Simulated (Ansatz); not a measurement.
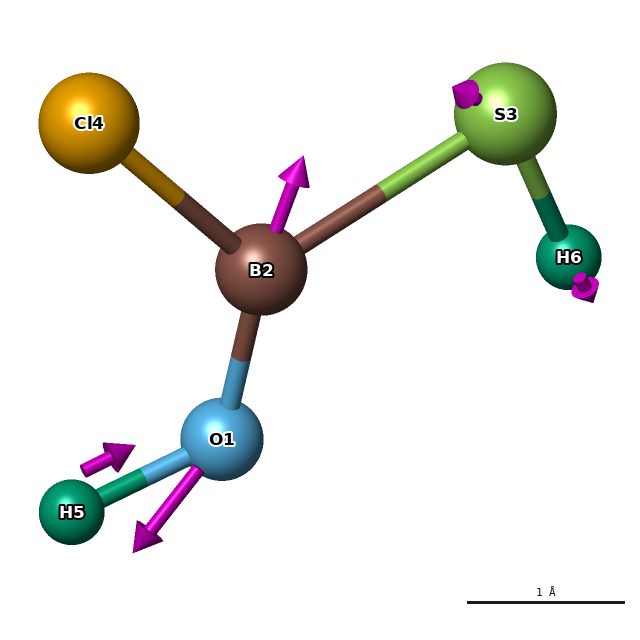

Arrows show the forces on the atoms, 0.1 Å of arrow for 1 eV/Å; forces under a tenth of the largest aren't drawn. Level of theory: PBE-D4/def2-TZVPP (Ansatz 0.2.0).

> On which atom is the force largest, and how large is it?

On O1: 6.92 eV/Å.

> Along which bond is the force strongest?

O1–B2, now 1.272 Å: the forces push its atoms apart, so a first step downhill lengthens it.

List the force components in the frame of the picture (x right, y up, z towards the viewer), in eV/Å.

| atom | Fx | Fy | Fz |
| --- | --- | --- | --- |
| O1 | −4.24 | −5.41 | −0.76 |
| B2 | 1.80 | 4.85 | 0.95 |
| S3 | −1.60 | 0.81 | 1.87 |
| Cl4 | −0.19 | −0.30 | 0.28 |
| H5 | 3.35 | 1.68 | −0.84 |
| H6 | 0.88 | −1.63 | −1.50 |
